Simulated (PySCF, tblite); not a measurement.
# C9H8N2: excited states

Aim: compute the excited states of C9H8N2 (`N#C/C=C/C=C/n1cccc1`).

Programs: tblite 0.8.0 and PySCF 2.14.0, with routines of our own; each step states its level. All values are computed. Atoms count from 0.

## 1. The starting structure

19 atoms, charge 0, multiplicity 1; geometry from: force field or distance geometry start.

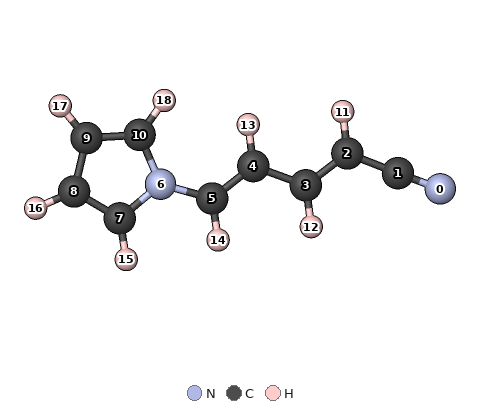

The starting geometry (nitrogen light blue, carbon dark grey, hydrogen pink).

## 2. Optimising the geometry with GFN2-xTB

The job: settings as JSON, then the geometry in Å.

```
{"job": {"kind": "relax", "xc": "GFN2-xTB", "basis": "xTB"}, "charge": 0, "multiplicity": 1}
N      5.892900     0.506200    -0.025000
C      4.766100     0.528500     0.289900
C      3.416100     0.539400     0.701400
C      2.421000     0.175000    -0.139800
C      1.023500     0.175200     0.255500
C      0.040600    -0.201700    -0.592500
N     -1.324800    -0.223500    -0.321400
C     -2.295100    -0.620200    -1.210300
C     -3.535000    -0.530400    -0.620800
C     -3.339200    -0.053800     0.693200
C     -1.981000     0.121200     0.849000
H      3.196700     0.873700     1.710400
H      2.659000    -0.161700    -1.131300
H      0.794500     0.507100     1.254400
H      0.290400    -0.521100    -1.594000
H     -2.030700    -0.946600    -2.198100
H     -4.484700    -0.769300    -1.084400
H     -4.092600     0.136500     1.438300
H     -1.427700     0.474700     1.718200
```

Run with:

```bash
OMP_NUM_THREADS=1 python excited_run.py task.json out
```

The driver reads the jobs from task.json and runs them one after another.

What it wrote:

```text
step      E/eV     max force
  0    -792.05462    2.566
  1    -791.96933    7.282
  2    -792.11972    0.606
  3    -792.12934    0.310
  4    -792.13852    0.299
  5    -792.14453    0.270
  6    -792.14717    0.145
  7    -792.15017    0.128
  8    -792.15212    0.147
  9    -792.15327    0.086
 10    -792.15397    0.070
 11    -792.15469    0.100
 12    -792.15548    0.120
 13    -792.15600    0.069
 14    -792.15625    0.032
 15    -792.15639    0.039
 16    -792.15650    0.044
 17    -792.15657    0.025
 18    -792.15660    0.016
 19    -792.15663    0.016
 20    -792.15666    0.016
 21    -792.15669    0.015
 22    -792.15671    0.013
 23    -792.15673    0.013
 24    -792.15675    0.013
 25    -792.15677    0.012
 26    -792.15678    0.008
```

It took 0.33 s on 1 thread of Arm Neoverse N1, shared host.

The steps of the relaxation: (the energy doesn't fall at every step)

| step | energy from step 0 (eV) | largest force (eV/Å) |
| --- | --- | --- |
| 0 | 0.0000 | 2.5664 |
| 1 | 0.0853 | 7.2822 |
| 2 | -0.0651 | 0.6055 |
| 3 | -0.0747 | 0.3098 |
| 4 | -0.0839 | 0.2993 |
| 5 | -0.0899 | 0.2696 |
| 6 | -0.0925 | 0.1451 |
| 7 | -0.0956 | 0.1277 |
| 8 | -0.0975 | 0.1469 |
| 9 | -0.0987 | 0.0865 |
| 10 | -0.0993 | 0.0700 |
| 11 | -0.1001 | 0.1004 |
| 12 | -0.1009 | 0.1198 |
| 13 | -0.1014 | 0.0693 |
| 14 | -0.1016 | 0.0323 |
| 15 | -0.1018 | 0.0389 |
| 16 | -0.1019 | 0.0443 |
| 17 | -0.1019 | 0.0253 |
| 18 | -0.1020 | 0.0161 |
| 19 | -0.1020 | 0.0158 |
| 20 | -0.1020 | 0.0159 |
| 21 | -0.1021 | 0.0149 |
| 22 | -0.1021 | 0.0134 |
| 23 | -0.1021 | 0.0127 |
| 24 | -0.1021 | 0.0127 |
| 25 | -0.1022 | 0.0117 |
| 26 | -0.1022 | 0.0083 |

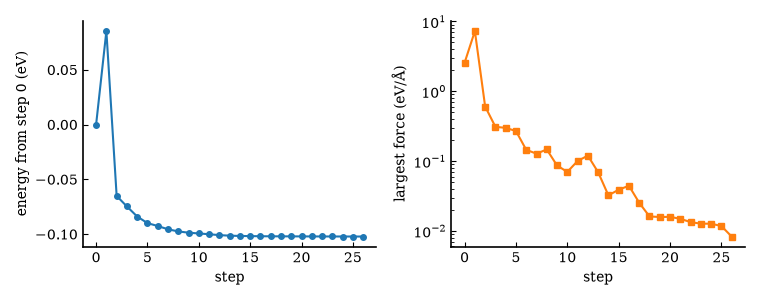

Energy and force, step by step.

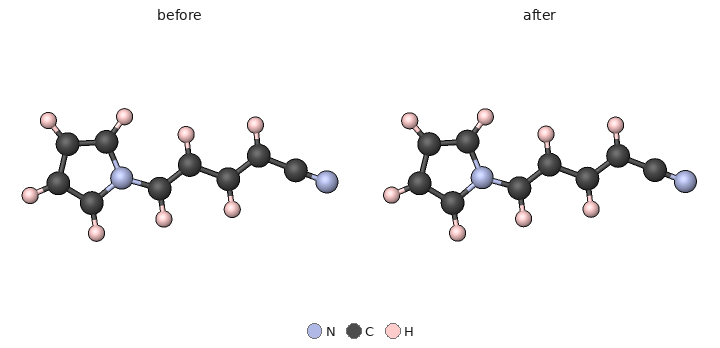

The geometry before (left) and after (right).

Distances of close pairs at the start and the end, largest changes first:

| bond | before (Å) | after (Å) | change (Å) |
| --- | --- | --- | --- |
| C3–C4 | 1.452 | 1.428 | -0.025 |
| C5–N6 | 1.392 | 1.370 | -0.023 |
| N0–C1 | 1.170 | 1.149 | -0.021 |
| C10–H18 | 1.089 | 1.071 | -0.019 |
| C9–C10 | 1.378 | 1.361 | -0.017 |
| C7–C8 | 1.376 | 1.360 | -0.016 |
| N6–C10 | 1.385 | 1.372 | -0.013 |
| C8–H16 | 1.083 | 1.072 | -0.012 |

The next job starts from the end point, and lists it.

## 3. Vibrational analysis with GFN2-xTB

The job: settings as JSON, then the geometry in Å.

```
{"job": {"kind": "ir", "xc": "GFN2-xTB", "basis": "xTB"}, "charge": 0, "multiplicity": 1}
N      5.832702     0.505411    -0.022970
C      4.727957     0.518059     0.292178
C      3.384853     0.537890     0.689030
C      2.380608     0.166315    -0.128447
C      1.005702     0.178772     0.256368
C      0.025039    -0.198781    -0.584422
N     -1.317138    -0.222912    -0.312206
C     -2.273011    -0.621236    -1.213469
C     -3.497013    -0.526595    -0.627610
C     -3.290492    -0.049524     0.691580
C     -1.950448     0.126299     0.853844
H      3.195448     0.871483     1.701287
H      2.611203    -0.161670    -1.134264
H      0.780843     0.506316     1.260876
H      0.273248    -0.523863    -1.587610
H     -2.000467    -0.940189    -2.200301
H     -4.440671    -0.766440    -1.075135
H     -4.050117     0.137727     1.424191
H     -1.408049     0.472189     1.709618
```

What it wrote:

```text
mode    cm-1     km/mol
  1      51.8      2.65
  2      70.0      4.32
  3      74.0      2.28
  4     156.6      0.06
  5     158.5      2.29
  6     209.5      5.75
  7     309.1      0.94
  8     326.8      6.23
  9     341.3      0.01
 10     491.6      2.51
 11     495.5      6.14
 12     574.4      0.01
 13     581.2      2.51
 14     587.5      2.87
 15     745.7      3.50
 16     753.2     12.29
 17     754.4      0.35
 18     768.6     20.56
 19     784.2      6.07
 20     824.6      4.63
 21     831.1      0.12
 22     846.3      0.02
 23     940.7      0.07
 24     976.9     29.76
 25    1002.4     41.70
 26    1042.8     16.02
 27    1083.3      8.26
 28    1087.9     27.33
 29    1110.0     13.84
 30    1167.0     11.42
 31    1179.8     31.23
 32    1213.3     32.23
 33    1255.0      0.94
 34    1280.9      9.97
 35    1291.5      2.45
 36    1339.7    203.99
 37    1375.1      1.04
 38    1430.4     10.66
 39    1480.7    429.09
 40    1565.9     28.90
 41    1602.8    356.44
 42    1644.3    281.71
 43    2354.4    399.89
 44    3050.9      2.12
 45    3054.8      7.99
 46    3063.0     28.10
 47    3090.2     48.40
 48    3161.1      4.45
 49    3167.9     15.82
 50    3178.7     41.46
 51    3187.0     20.86
```

Run time: 1.2 s. Hardware: 1 thread of Arm Neoverse N1, shared host.

Which atoms move in the most intense modes:

| cm⁻¹ | km/mol | atoms |
| --- | --- | --- |
| 1002 | 41.7 | H12 33 %, H13 26 %, H14 19 %, H11 14 % |
| 1340 | 204.0 | C8 23 %, C9 21 %, N6 16 % |
| 1481 | 429.1 | C10 28 %, C7 23 %, N6 19 % |
| 1603 | 356.4 | C3 43 %, C2 33 %, C4 12 % |
| 1644 | 281.7 | C5 46 %, C4 28 %, C2 10 % |
| 2354 | 399.9 | C1 60 %, N0 39 % |
| 3090 | 48.4 | H13 84 % |
| 3179 | 41.5 | H16 58 %, H18 18 %, H15 13 % |

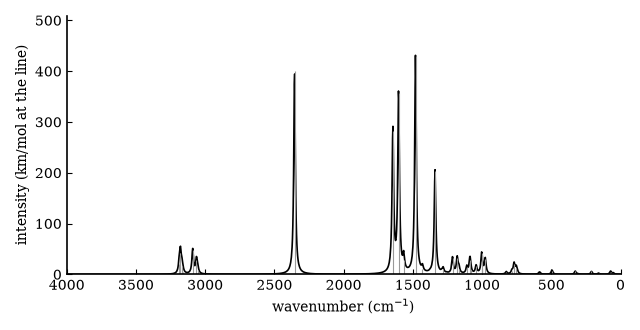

The infrared spectrum from these modes, unscaled. Lines are broadened to a width of 14 cm⁻¹ (Lorentzian).

## 4. Excited states: TDA LC-wPBE/def2-SVP

Settings changed since step 3:

```diff
@@ -1,2 +1,2 @@
-{"job": {"kind": "ir", "xc": "GFN2-xTB", "basis": "xTB"}, "charge": 0, "multiplicity": 1}
+{"job": {"kind": "states", "xc": "LC-wPBE", "basis": "def2-SVP", "tda": true, "soc": true, "nstates": 8, "ntriplets": 6, "nquad": 4}, "charge": 0, "multiplicity": 1}
 N      5.832702     0.505411    -0.022970
```

With the program's defaults for keys left out, this is: TDA LC-wPBE/def2-SVP excited states, vertical, gas phase, spin-orbit mean-field couplings.

What it wrote:

```text
coarse grid: 16864 points
cycle   1  E = -456.3506511382  dE =  2.793e+00  |g| = 6.346e-01  |ddm| = 5.098e+00
cycle   2  E = -456.3283453822  dE =  2.231e-02  |g| = 8.173e-01  |ddm| = 1.259e+00
cycle   3  E = -456.4718788181  dE = -1.435e-01  |g| = 6.936e-02  |ddm| = 6.253e-01
cycle   4  E = -456.4730425873  dE = -1.164e-03  |g| = 5.914e-02  |ddm| = 1.645e-01
cycle   5  E = -456.4739439201  dE = -9.013e-04  |g| = 1.169e-02  |ddm| = 6.353e-02
cycle   6  E = -456.4740029088  dE = -5.899e-05  |g| = 4.610e-03  |ddm| = 2.120e-02
cycle   7  E = -456.4740141281  dE = -1.122e-05  |g| = 1.762e-03  |ddm| = 9.163e-03
cycle   8  E = -456.4740166302  dE = -2.502e-06  |g| = 6.292e-04  |ddm| = 5.368e-03
final grid: 165832 points
cycle   9  E = -456.5492602383  dE = -3.563e-05  |g| = 4.183e-03  |ddm| = 3.145e-02
cycle  10  E = -456.5492623293  dE = -2.091e-06  |g| = 3.394e-03  |ddm| = 7.675e-03
cycle  11  E = -456.5492647846  dE = -2.455e-06  |g| = 7.362e-04  |ddm| = 2.859e-03
cycle  12  E = -456.5492648994  dE = -1.148e-07  |g| = 2.867e-04  |ddm| = 8.168e-04
cycle  13  E = -456.5492649208  dE = -2.134e-08  |g| = 1.156e-04  |ddm| = 3.641e-04
cycle  14  E = -456.5492649243  dE = -3.515e-09  |g| = 2.821e-05  |ddm| = 1.347e-04
cycle  15  E = -456.5492649247  dE = -4.744e-10  |g| = 1.584e-05  |ddm| = 6.457e-05
converged SCF energy = -456.5492649247

Singlet excitations
state   eV       nm        f     d(h-e)  d(exc)  Lambda  PR(NTO)  |dmu|/D   mu/D   main configurations
  1   4.9066   252.7   1.55830   0.780   3.695   0.766   1.133    3.547    8.190   H->L 0.92
  2   5.5093   225.0   0.11148   2.808   4.220   0.407   1.039   10.905   15.549   H-1->L 0.90
  3   6.7270   184.3   0.00004   1.464   3.150   0.318   1.207    5.757    1.223   H-3->L 0.71, H-3->L+1 0.13
  4   6.8372   181.3   0.06630   0.063   2.959   0.723   2.876    0.460    5.105   H-2->L 0.41, H->L+1 0.36
  5   7.1016   174.6   0.00001   0.821   3.165   0.348   1.281                     H->L+2 0.54, H-2->L+2 0.14
  6   7.2054   172.1   0.00338   0.160   4.368   0.744   2.110                     H->L+1 0.44, H-2->L 0.36, H-4->L 0.09
  7   7.6814   161.4   0.08608   1.331   3.545   0.625   1.333                     H-1->L+1 0.55, H-1->L+4 0.19
  8   7.8317   158.3   0.00122   0.275   3.103   0.385   2.262                     H->L+3 0.24, H-6->L 0.22, H-7->L 0.17

Triplet excitations (Tamm-Dancoff)
state   eV     d(h-e)  d(exc)  Lambda  PR(NTO)   main configurations
  1   2.5046   0.125   3.149   0.770   1.143   H->L 0.83
  2   3.7325   0.898   2.861   0.509   1.110   H-1->L 0.49, H-1->L+1 0.38
  3   4.3063   0.079   2.612   0.752   2.186   H->L+1 0.35, H-2->L 0.34, H-4->L 0.11
  4   5.3765   0.216   2.445   0.722   2.776   H-4->L 0.19, H-2->L+1 0.18, H-1->L+4 0.16
  5   6.2045   0.930   2.863   0.331   1.646   H-3->L 0.53, H-3->L+1 0.12
  6   6.2884   0.503   2.699   0.681   3.325   H-1->L+4 0.26, H->L+1 0.15, H-1->L+6 0.12
S1 - T1 = 2.4020 eV

Spin-orbit couplings |<S|Hso|T>| (cm-1)
             T1       T2       T3       T4       T5       T6
S0        0.019    0.053    0.025    0.013    7.148    0.018
S1        0.010    0.001    0.004    0.004   10.190    0.046
S2        0.011    0.003    0.008    0.023    1.961    0.034
S3        5.574    0.073    4.969    1.804    0.017    3.779
S4        0.002    0.038    0.004    0.006   18.768    0.046
S5        8.152    0.139    7.704    2.608    0.105    2.503
S6        0.011    0.006    0.005    0.006    9.475    0.005
S7        0.016    0.012    0.009    0.028    4.678    0.055
S8        3.091    0.115    2.029    0.981    1.099    0.960
T1 sublevels (cm-1): 0.000 0.002 0.002   radiative rates (1/s): 1.37e-05 0.000522 7.17e-05
```

Wall time 2.2 min (1 thread of Arm Neoverse N1, shared host); peak memory 0.97 GiB.

From this job:

| quantity | value |
| --- | --- |
| S1 less T1 | 2.40 eV |

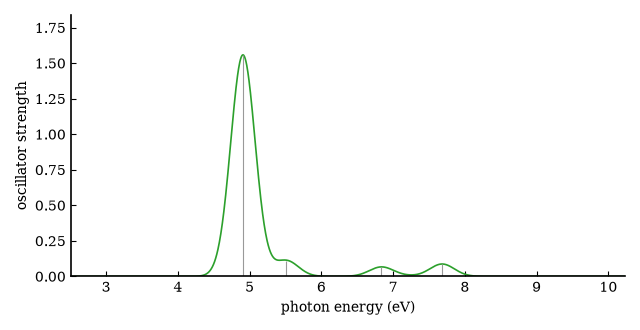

Absorption lines of the singlets. Lines are broadened to a width of 0.40 eV (Gaussian).

Orbitals, density, ELF and potential are computed afterwards from the orbital file.

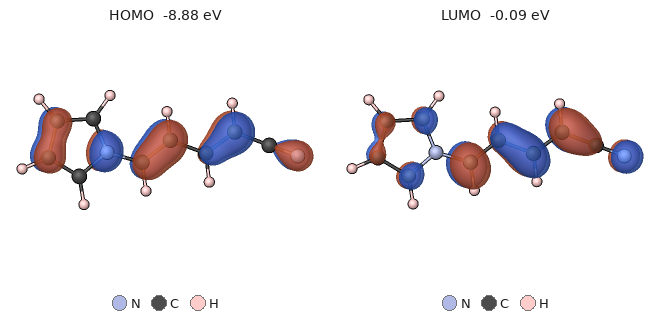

LC-wPBE/def2-SVP orbitals near the gap, drawn at the value that encloses 70 % of each; the two colours are the two signs.

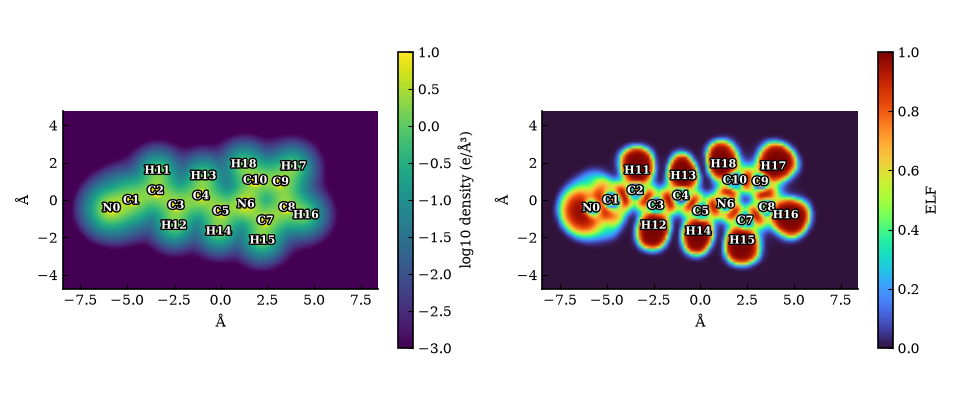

Density (left) and ELF (right) in a plane through or near 19 of the atoms.

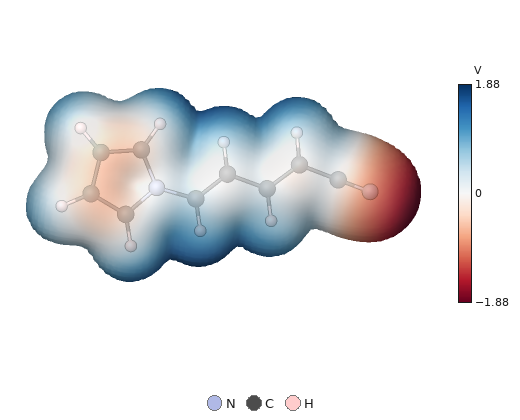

The potential that a unit positive charge feels on the 0.002 e/bohr³ surface, from the 1st to the 99th percentile, from -1.88 V near N0 to 1.64 V near H14.

## 5. Outcome

| quantity | value |
| --- | --- |
| strongest single infrared mode (GFN2-xTB) | 1481 cm⁻¹, 429 km/mol |
| zero-point energy (GFN2-xTB) | 90.2 kcal/mol |
| S1 less T1 (step 4, TDA LC-wPBE/def2-SVP) | 2.40 eV |
| surface potential, 1st and 99th percentile | -1.88 V and 1.64 V |

In words: No mode is imaginary among the 51: a minimum at this level. The strongest single mode, at 1481 cm⁻¹, is spread over several atoms, C10, C7, N6 among them. Unscaled tight-binding wavenumbers are off by several per cent, some by more. Its intensities can rank the bands wrongly. In step 4, the number of triplets below S1 is 3, and the largest singlet-triplet spin-orbit coupling is S4–T5, 18.77 cm⁻¹.
